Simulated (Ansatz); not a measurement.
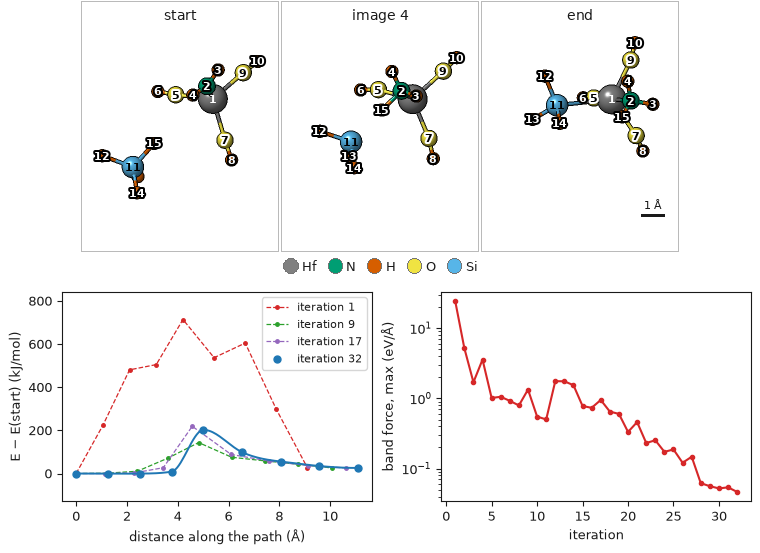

NEB run on HfSiNH9O3, made up at the start of HfNH5O3 and SiH4. Images are numbered from 0 (start) to 8 (end). The plot follows the band through its iterations. The picture is a ball-and-stick view, seen from a free direction.

These are results of RHF/def2-SVP in Ansatz, not measurements. Run with 7 movable images; climbing image; force threshold 0.05 eV/Å; iteration limit 60; starting path through a guess of the saddle point.

Did the band converge, and can the barrier be trusted?

Answer. The result is final at these settings. The band converged in 32 iterations. The largest component of the band force went from 24 to 0.046 eV/Å. The climbing image converged on the top of the path. Its vibrational analysis gives one imaginary mode (1490i cm⁻¹), as a transition state must have. The first iteration put the highest image at 713.8 kJ/mol. The energy climbs by 202.2 kJ/mol to image 4 and then falls by 176.3 kJ/mol, so the end point sits at +25.9 kJ/mol. Image 1 lies below both ends, at −0.8 kJ/mol, which points to an intermediate minimum that so few images don't resolve.

Limits of the set-up: the start holds two separate molecules, 2.9 Å apart at their closest, whose relative position is a soft coordinate and is computed without a dispersion correction; Hartree-Fock leaves out electron correlation.

Cost: 7.4 min on 4 threads of Arm Neoverse V1, on a shared host, peak memory 0.44 GiB.
